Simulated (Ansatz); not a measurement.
Nudged elastic band, with input and output: AlNH₃ClF₂

The run: nudged elastic band of AlNH₃ClF₂. Method and program: RHF/def2-SVP (Ansatz 0.2.0).

It belongs to a series of runs on one base structure; here: band between the two ends. Figures and captions count atoms from 1; the log counts them from 0 in places.

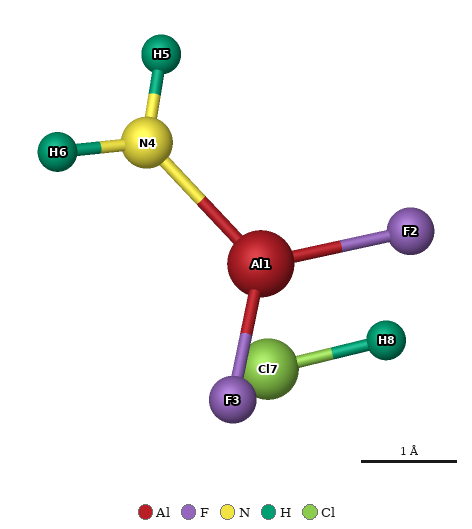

*The input geometry (ball-and-stick view, seen at a tilt; atoms are numbered from 1 in the order of the input). Sticks mark near contacts.*

Bond lengths as drawn: Al–F 1.65 to 1.66 Å, Al–N 1.75 Å, Cl–H 1.28 Å and H–N 1.00 Å.

**Input file**
```yaml
crystal:
  periodic: [false, false, false]
  atoms:
    - { symbol: Al, position_ang: [-0.130727, 0.009927, -0.055196] }
    - { symbol: F, position_ang: [-0.097813, -0.475072, 1.529599] }
    - { symbol: F, position_ang: [1.319168, 0.252545, -0.797392] }
    - { symbol: "N", position_ang: [-1.599903, -0.161319, -0.992322] }
    - { symbol: H, position_ang: [-2.492765, -0.420056, -0.619362] }
    - { symbol: H, position_ang: [-1.67031, -0.003477, -1.978898] }
    - { symbol: Cl, position_ang: [-0.188682, 2.512006, 1.163863] }
    - { symbol: H, position_ang: [-0.056567, 1.858246, 2.25491] }
basis:
  gaussian: { orbitals: def2-SVP }
hamiltonian:
  xc: hf
neb:
  order_check: false
  images: 7
  f_tol: 0.05
  max_iterations: 60
  final_atoms:
    - { symbol: Al, position_ang: [-0.14461655, 0.60446804, -0.18736482] }
    - { symbol: F, position_ang: [-0.20469587, 0.10635324, 1.80914164] }
    - { symbol: F, position_ang: [1.32609178, -0.10322806, -0.44580236] }
    - { symbol: "N", position_ang: [-1.58879159, -0.0517523, -0.93988443] }
    - { symbol: H, position_ang: [-1.64038025, -0.94068075, -1.39858633] }
    - { symbol: H, position_ang: [-2.46041669, 0.43309675, -1.02895421] }
    - { symbol: Cl, position_ang: [-0.11685337, 2.66166281, 0.38587255] }
    - { symbol: H, position_ang: [-0.08793647, 0.86288026, 2.31077996] }
  initial_path:
    images:
      - { positions_ang: [[-0.130727, 0.009927, -0.055196], [-0.097813, -0.475072, 1.529599], [1.319168, 0.252545, -0.797392], [-1.599903, -0.161319, -0.992322], [-2.492765, -0.420056, -0.619362], [-1.67031, -0.003477, -1.978898], [-0.188682, 2.512006, 1.163863], [-0.056567, 1.858246, 2.25491]] }
      - { positions_ang: [[-0.09663275, 0.00887616, -0.03703763], [-0.07697384, -0.34175471, 1.66136509], [1.35870399, 0.18967339, -0.80135724], [-1.61177703, -0.13058012, -0.98376431], [-2.44654293, -0.52996791, -0.6757293], [-1.72763085, 0.18705132, -1.88665473], [-0.22794695, 2.48440575, 1.06050342], [-0.08879863, 1.70509612, 2.1678767]] }
      - { positions_ang: [[-0.0625385, 0.00782532, -0.01887927], [-0.05613469, -0.20843742, 1.79313118], [1.39823997, 0.12680177, -0.80532248], [-1.62365106, -0.09984124, -0.97520662], [-2.40032086, -0.63987981, -0.7320966], [-1.78495171, 0.37757965, -1.79441145], [-0.26721189, 2.45680549, 0.95714383], [-0.12103026, 1.55194624, 2.0808434]] }
      - { positions_ang: [[-0.02844426, 0.00677449, -0.0007209], [-0.03529553, -0.07512013, 1.92489727], [1.43777596, 0.06393016, -0.80928772], [-1.63552509, -0.06910236, -0.96664893], [-2.35409879, -0.74979172, -0.7884639], [-1.84227256, 0.56810797, -1.70216818], [-0.30647684, 2.42920524, 0.85378425], [-0.15326189, 1.39879635, 1.9938101]] }
      - { positions_ang: [[0.00564999, 0.00572365, 0.01743747], [-0.01445637, 0.05819716, 2.05666337], [1.47731194, 0.00105854, -0.81325296], [-1.64739912, -0.03836348, -0.95809124], [-2.30787673, -0.85970362, -0.8448312], [-1.89959341, 0.7586363, -1.6099249], [-0.34574178, 2.40160499, 0.75042467], [-0.18549352, 1.24564647, 1.9067768]] }
      - { positions_ang: [[-0.03191665, 0.15540975, -0.0337631], [-0.06201625, 0.07023618, 1.99478293], [1.4395069, -0.02501311, -0.72139031], [-1.63274724, -0.04171068, -0.95353954], [-2.14100261, -0.8799479, -0.98326998], [-2.03979923, 0.67725141, -1.46468223], [-0.28851968, 2.46661944, 0.65928664], [-0.16110426, 1.14995492, 2.00777759]] }
      - { positions_ang: [[-0.06948328, 0.30509584, -0.08496368], [-0.10957612, 0.0822752, 1.9329025], [1.40170186, -0.05108476, -0.62952766], [-1.61809535, -0.04505789, -0.94898783], [-1.97412849, -0.90019218, -1.12170876], [-2.18000505, 0.59586652, -1.31943956], [-0.23129758, 2.5316339, 0.56814861], [-0.13671499, 1.05426337, 2.10877838]] }
      - { positions_ang: [[-0.10704992, 0.45478194, -0.13616425], [-0.15713599, 0.09431422, 1.87102207], [1.36389682, -0.07715641, -0.53766501], [-1.60344347, -0.04840509, -0.94443613], [-1.80725437, -0.92043646, -1.26014755], [-2.32021087, 0.51448164, -1.17419689], [-0.17407547, 2.59664836, 0.47701058], [-0.11232573, 0.95857181, 2.20977917]] }
      - { positions_ang: [[-0.14461655, 0.60446804, -0.18736482], [-0.20469587, 0.10635324, 1.80914164], [1.32609178, -0.10322806, -0.44580236], [-1.58879159, -0.0517523, -0.93988443], [-1.64038025, -0.94068075, -1.39858633], [-2.46041669, 0.43309675, -1.02895421], [-0.11685337, 2.66166281, 0.38587255], [-0.08793647, 0.86288026, 2.31077996]] }
```

Launched with:
```bash
ansatz run input.yaml --threads 1 --pin off --max-ram 2048MiB --backend cpu --events-out ev --progress --plain --runs-dir out
```

**Log**
```
Engine: ansatz 0.2.0, aarch64-unknown-linux-gnu
Functional definition: HF
  exchange = exact_x
  correlation = 0
932 factors; integrals over basis functions are off by at most 4.9e-4 eV
mean field evaluation 1: about -26017.2530 eV, gradient 4.7e1 eV
mean field evaluation 2: about -26017.3009 eV, gradient 4.7e1 eV
mean field evaluation 4: about -26021.5022 eV, gradient 2.4e0 eV
mean field evaluation 8: about -26021.5382 eV, gradient 2.4e-1 eV
mean field -26021.53840017 eV, -956.2738981740 hartree, gradient 3.2e-5 eV, S^2 0.000000; 0 other end points of the search recorded, 0 dependent functions left out
the calculation of the forces begins
reference -26021.53840017 eV, -956.2738981740 hartree; 29, 29 occupied and 64, 64 virtual orbitals, 932 factors
935 factors; integrals over basis functions are off by at most 1.1e-3 eV
mean field evaluation 16: about -26020.6067 eV, gradient 2.4e1 eV
mean field -26021.61459138 eV, -956.2766981495 hartree, gradient 5.4e-5 eV, S^2 0.000000; 0 other end points of the search recorded, 0 dependent functions left out
[... from here on the field's lines of each further geometry are left out, up to the last ...]
NEB iter   1: max|band force component| = 4.969e0 eV/Å  barrier→ = 2.3483 eV  barrier← = 2.4245 eV  Δτ_max = 0.2000 Å  (325 SCF iters)
NEB iter   2: max|band force component| = 1.744e0 eV/Å  barrier→ = 1.0540 eV  barrier← = 1.1302 eV  Δτ_max = 0.2000 Å  (223 SCF iters)
NEB iter   3: max|band force component| = 3.607e0 eV/Å  barrier→ = 0.8083 eV  barrier← = 0.8845 eV  Δτ_max = 0.1032 Å  (223 SCF iters)
NEB iter   4: max|band force component| = 5.453e-1 eV/Å  barrier→ = 0.7472 eV  barrier← = 0.8234 eV  Δτ_max = 0.0790 Å  (223 SCF iters)
NEB iter   5: max|band force component| = 8.283e-1 eV/Å  barrier→ = 0.6797 eV  barrier← = 0.7559 eV  CI = image 4  Δτ_max = 0.1461 Å  (228 SCF iters)
NEB iter   6: max|band force component| = 5.378e-1 eV/Å  barrier→ = 0.7780 eV  barrier← = 0.8541 eV  CI = image 4  Δτ_max = 0.0908 Å  (225 SCF iters)
NEB iter   7: max|band force component| = 2.150e-1 eV/Å  barrier→ = 0.7531 eV  barrier← = 0.8292 eV  CI = image 4  Δτ_max = 0.0976 Å  (229 SCF iters)
NEB iter   8: max|band force component| = 1.892e-1 eV/Å  barrier→ = 0.7380 eV  barrier← = 0.8142 eV  CI = image 4  Δτ_max = 0.1272 Å  (220 SCF iters)
NEB iter   9: max|band force component| = 1.537e-1 eV/Å  barrier→ = 0.7259 eV  barrier← = 0.8021 eV  CI = image 4  Δτ_max = 0.1519 Å  (226 SCF iters)
NEB iter  10: max|band force component| = 1.852e-1 eV/Å  barrier→ = 0.7107 eV  barrier← = 0.7869 eV  CI = image 4  Δτ_max = 0.0768 Å  (225 SCF iters)
NEB iter  11: max|band force component| = 1.564e-1 eV/Å  barrier→ = 0.7003 eV  barrier← = 0.7764 eV  CI = image 4  Δτ_max = 0.0766 Å  (226 SCF iters)
NEB iter  12: max|band force component| = 2.187e-1 eV/Å  barrier→ = 0.6888 eV  barrier← = 0.7650 eV  CI = image 4  Δτ_max = 0.0390 Å  (226 SCF iters)
NEB iter  13: max|band force component| = 1.838e-1 eV/Å  barrier→ = 0.6830 eV  barrier← = 0.7592 eV  CI = image 4  Δτ_max = 0.0384 Å  (223 SCF iters)
NEB iter  14: max|band force component| = 1.756e-1 eV/Å  barrier→ = 0.6772 eV  barrier← = 0.7534 eV  CI = image 4  Δτ_max = 0.0384 Å  (221 SCF iters)
NEB iter  15: max|band force component| = 1.827e-1 eV/Å  barrier→ = 0.6716 eV  barrier← = 0.7478 eV  CI = image 4  Δτ_max = 0.0767 Å  (214 SCF iters)
NEB iter  16: max|band force component| = 1.946e-1 eV/Å  barrier→ = 0.6615 eV  barrier← = 0.7377 eV  CI = image 4  Δτ_max = 0.1526 Å  (219 SCF iters)
NEB iter  17: max|band force component| = 2.540e-1 eV/Å  barrier→ = 0.6485 eV  barrier← = 0.7247 eV  CI = image 4  Δτ_max = 0.1524 Å  (225 SCF iters)
NEB iter  18: max|band force component| = 2.054e-1 eV/Å  barrier→ = 0.6430 eV  barrier← = 0.7191 eV  CI = image 4  Δτ_max = 0.1536 Å  (226 SCF iters)
NEB iter  19: max|band force component| = 3.085e-1 eV/Å  barrier→ = 0.6387 eV  barrier← = 0.7149 eV  CI = image 4  Δτ_max = 0.0768 Å  (227 SCF iters)
NEB iter  20: max|band force component| = 2.319e-1 eV/Å  barrier→ = 0.6370 eV  barrier← = 0.7132 eV  CI = image 4  Δτ_max = 0.0770 Å  (226 SCF iters)
NEB iter  21: max|band force component| = 1.293e-1 eV/Å  barrier→ = 0.6367 eV  barrier← = 0.7129 eV  CI = image 4  Δτ_max = 0.0769 Å  (215 SCF iters)
NEB iter  22: max|band force component| = 7.823e-2 eV/Å  barrier→ = 0.6366 eV  barrier← = 0.7128 eV  CI = image 4  Δτ_max = 0.1527 Å  (205 SCF iters)
NEB iter  23: max|band force component| = 8.116e-2 eV/Å  barrier→ = 0.6366 eV  barrier← = 0.7128 eV  CI = image 4  Δτ_max = 0.1123 Å  (197 SCF iters)
NEB iter  24: max|band force component| = 7.498e-2 eV/Å  barrier→ = 0.6366 eV  barrier← = 0.7128 eV  CI = image 4  Δτ_max = 0.0075 Å  (191 SCF iters)
the calculation of the forces begins
reference -26021.49276492 eV, -956.2722211095 hartree; 29, 29 occupied and 64, 64 virtual orbitals, 935 factors
934 factors; integrals over basis functions are off by at most 1.2e-3 eV
mean field evaluation 1344: about -26020.8747 eV, gradient 2.2e0 eV
mean field -26020.90181798 eV, -956.2505042101 hartree, gradient 3.4e-5 eV, S^2 0.000000; 1 other end points of the search recorded, 0 dependent functions left out
the calculation of the forces begins
reference -26020.90181798 eV, -956.2505042101 hartree; 29, 29 occupied and 64, 64 virtual orbitals, 934 factors
NEB iter  25: max|band force component| = 4.524e-2 eV/Å  barrier→ = 0.6366 eV  barrier← = 0.7128 eV  CI = image 4  Δτ_max = 0.0000 Å  (416 SCF iters)
```

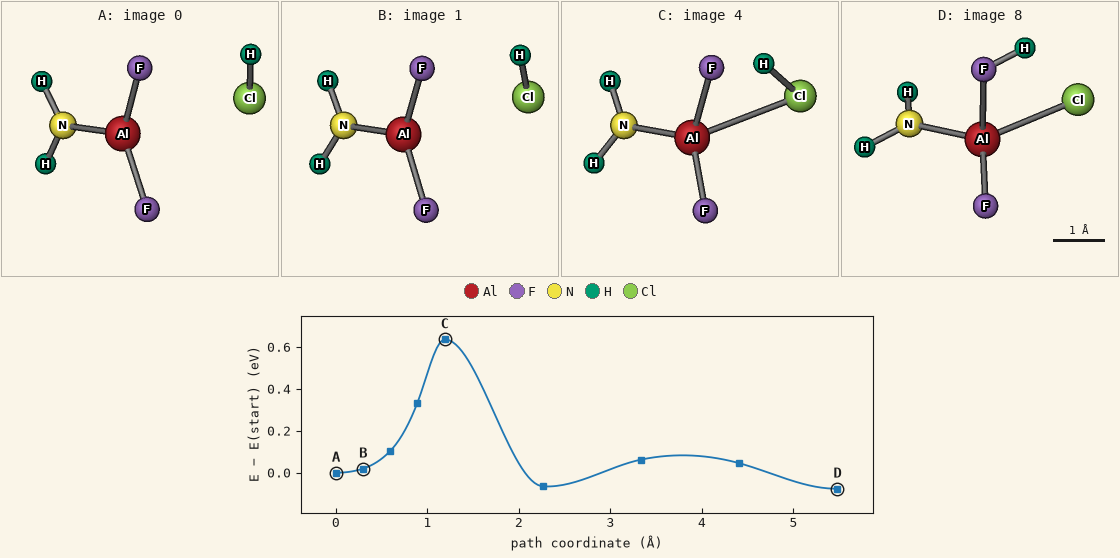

*Images of the last band (counted from 0; ball-and-stick, seen at a tilt) above the energy along the path; the line is a cubic interpolation that uses the forces.*

The highest image is number 4, 0.637 eV above the start and 0.713 eV above the end (the climbing image); the end lies 0.076 eV below the start. A further maximum stands at image 6, 0.063 eV from the start, so the path isn't one elementary step. The path is 5.48 Å long. The band converged in 25 iterations.

```
Total energy: -26020.90181798 eV, -956.2505042101 hartree
Atom 0 at    -0.140681     0.375240    -0.073649 Å, force     0.000813     0.000222    -0.000161 eV/Å
Atom 1 at    -0.062991    -0.115223     1.647530 Å, force     0.000119     0.000609     0.000516 eV/Å
Atom 2 at     1.341912     0.278944    -0.781358 Å, force    -0.000206     0.000094     0.000115 eV/Å
Atom 3 at    -1.607259    -0.059575    -0.923536 Å, force    -0.001112    -0.000234     0.000156 eV/Å
Atom 4 at    -2.525802    -0.116713    -0.529226 Å, force     0.000114    -0.000017    -0.000077 eV/Å
Atom 5 at    -1.644140    -0.250708    -1.906266 Å, force     0.000379     0.000127    -0.000042 eV/Å
Atom 6 at    -0.189948     2.396935     1.186582 Å, force     0.000205    -0.000148     0.000079 eV/Å
Atom 7 at    -0.088689     1.063901     1.885125 Å, force    -0.000312    -0.000654    -0.000586 eV/Å
Dipole moment:    -0.507986    -0.049209     0.060771 e Å
this run last wrote the band of iteration 25 to [file]
```

**The last band as extended XYZ (Å, eV, eV/Å)**
```
8
Properties=species:S:1:pos:R:3:forces:R:3 image=0 energy=-26021.53840
Al   -0.1307    0.0099   -0.0552   -0.0029  -0.0110   0.0245
F    -0.0978   -0.4751    1.5296    0.0015  -0.0005  -0.0027
F     1.3192    0.2525   -0.7974   -0.0040   0.0059  -0.0069
N    -1.5999   -0.1613   -0.9923   -0.0115   0.0115  -0.0140
H    -2.4928   -0.4201   -0.6194    0.0139   0.0008  -0.0079
H    -1.6703   -0.0035   -1.9789   -0.0005  -0.0080   0.0086
Cl   -0.1887    2.5120    1.1639    0.0038  -0.0100   0.0164
H    -0.0566    1.8582    2.2549   -0.0002   0.0113  -0.0181
8
Properties=species:S:1:pos:R:3:forces:R:3 image=1 energy=-26021.51877
Al   -0.1157    0.0534   -0.0586   -0.0033  -0.0370  -0.0095
F    -0.0674   -0.4038    1.5387    0.0008  -0.0439  -0.0092
F     1.3328    0.2672   -0.8116   -0.0060  -0.0147  -0.0101
N    -1.5945   -0.1356   -0.9756    0.0014  -0.0158  -0.0079
H    -2.5033   -0.2702   -0.5774    0.0016  -0.0425  -0.0120
H    -1.6517   -0.1367   -1.9751   -0.0084   0.0495  -0.0129
Cl   -0.2137    2.5025    1.1887    0.0041   0.0118  -0.0088
H    -0.1042    1.6960    2.1762    0.0098   0.0926   0.0705
8
Properties=species:S:1:pos:R:3:forces:R:3 image=2 energy=-26021.43430
Al   -0.1162    0.1298   -0.0553    0.0165  -0.1895  -0.0109
F    -0.0655   -0.3269    1.5540    0.0103  -0.1769  -0.0641
F     1.3442    0.2919   -0.7968   -0.0088  -0.0059  -0.0363
N    -1.5983   -0.0953   -0.9563   -0.0021  -0.0299  -0.0277
H    -2.5106   -0.1778   -0.5516    0.0060  -0.0479  -0.0156
H    -1.6468   -0.2200   -1.9480   -0.0290   0.0809  -0.0463
Cl   -0.2121    2.4734    1.2130   -0.0009   0.0728   0.0072
H    -0.1123    1.4976    2.0463    0.0082   0.2964   0.1937
8
Properties=species:S:1:pos:R:3:forces:R:3 image=3 energy=-26021.20393
Al   -0.1281    0.2499   -0.0539    0.0478  -0.5067   0.0709
F    -0.0649   -0.2290    1.5844    0.0063  -0.4993  -0.2734
F     1.3449    0.2979   -0.7864   -0.0043   0.0579  -0.0540
N    -1.6046   -0.0644   -0.9364   -0.0138   0.0207  -0.0479
H    -2.5194   -0.1371   -0.5357    0.0060  -0.0331  -0.0092
H    -1.6419   -0.2502   -1.9191   -0.0347   0.0643  -0.0510
Cl   -0.1999    2.4147    1.2250    0.0130   0.0390   0.1899
H    -0.1037    1.2909    1.9274   -0.0203   0.8572   0.1747
8
Properties=species:S:1:pos:R:3:forces:R:3 image=4 energy=-26020.90182
Al   -0.1407    0.3752   -0.0736    0.0008   0.0002  -0.0002
F    -0.0630   -0.1152    1.6475    0.0001   0.0006   0.0005
F     1.3419    0.2789   -0.7814   -0.0002   0.0001   0.0001
N    -1.6073   -0.0596   -0.9235   -0.0011  -0.0002   0.0002
H    -2.5258   -0.1167   -0.5292    0.0001   0.0000  -0.0001
H    -1.6441   -0.2507   -1.9063    0.0004   0.0001   0.0000
Cl   -0.1899    2.3969    1.1866    0.0002  -0.0001   0.0001
H    -0.0887    1.0639    1.8851   -0.0003  -0.0007  -0.0006
8
Properties=species:S:1:pos:R:3:forces:R:3 image=5 energy=-26021.60325
Al   -0.2030    0.7055   -0.1732    0.0198   0.0400   0.0116
F     0.0176   -0.1663    1.6688    0.0033  -0.0021  -0.0061
F     1.2947    0.2948   -0.7379   -0.0038   0.0162   0.0086
N    -1.6243    0.0212   -0.9407    0.0299  -0.0185  -0.0162
H    -2.5788    0.2629   -0.7623   -0.0039   0.0295  -0.0205
H    -1.5689   -0.6490   -1.6835   -0.0419  -0.0294   0.0233
Cl   -0.3312    2.5706    0.8743   -0.0171   0.0192  -0.0371
H     0.0763    0.5331    2.2596    0.0137  -0.0549   0.0363
8
Properties=species:S:1:pos:R:3:forces:R:3 image=6 energy=-26021.47580
Al   -0.1450    0.6897   -0.2061   -0.0051   0.0213  -0.0084
F    -0.1807   -0.0990    1.6574    0.0116   0.0021  -0.0020
F     1.3654    0.2359   -0.7004    0.0013   0.0110  -0.0153
N    -1.5916   -0.0283   -0.9099    0.0077   0.0053   0.0321
H    -2.3766   -0.3706   -0.3916   -0.0479   0.0510  -0.0048
H    -1.7845   -0.0863   -1.8905    0.0339  -0.0616  -0.0202
Cl   -0.1275    2.6367    0.6964   -0.0072  -0.0111   0.0147
H    -0.0772    0.5947    2.2499    0.0057  -0.0181   0.0039
8
Properties=species:S:1:pos:R:3:forces:R:3 image=7 energy=-26021.49276
Al   -0.1388    0.6620   -0.2056   -0.0010  -0.0024  -0.0029
F    -0.1805   -0.0197    1.7032   -0.0020   0.0082   0.0119
F     1.3710    0.0801   -0.5503    0.0001  -0.0250   0.0209
N    -1.6252   -0.0064   -0.8794    0.0029   0.0111   0.0052
H    -1.9722   -0.9299   -0.7101    0.0513  -0.0729  -0.0469
H    -2.1525    0.4154   -1.6185   -0.0534   0.0665   0.0358
Cl   -0.1072    2.6822    0.4859    0.0073   0.0044  -0.0268
H    -0.1122    0.6891    2.2800   -0.0051   0.0102   0.0028
8
Properties=species:S:1:pos:R:3:forces:R:3 image=8 energy=-26021.61459
Al   -0.1446    0.6045   -0.1874   -0.0010   0.0007   0.0040
F    -0.2047    0.1064    1.8091   -0.0031  -0.0024  -0.0068
F     1.3261   -0.1032   -0.4458    0.0034   0.0013  -0.0028
N    -1.5888   -0.0518   -0.9399   -0.0038   0.0128  -0.0004
H    -1.6404   -0.9407   -1.3986    0.0018   0.0005   0.0052
H    -2.4604    0.4331   -1.0290   -0.0014  -0.0078  -0.0062
Cl   -0.1169    2.6617    0.3859    0.0005  -0.0080  -0.0036
H    -0.0879    0.8629    2.3108    0.0035   0.0029   0.0105
```

**Summary**

```json
{"quantity": "outcome", "value": "converged"}
{"quantity": "barrier, forward", "value": "0.637 eV"}
{"quantity": "barrier, backward", "value": "0.713 eV"}
{"quantity": "hardware", "value": "1 thread of Arm Neoverse V2, 24 GiB of memory available, shared host"}
{"quantity": "wall time", "value": "3.8 min"}
{"quantity": "peak memory", "value": "0.18 GiB"}
```

**Notes**

The order of the saddle point was not checked.
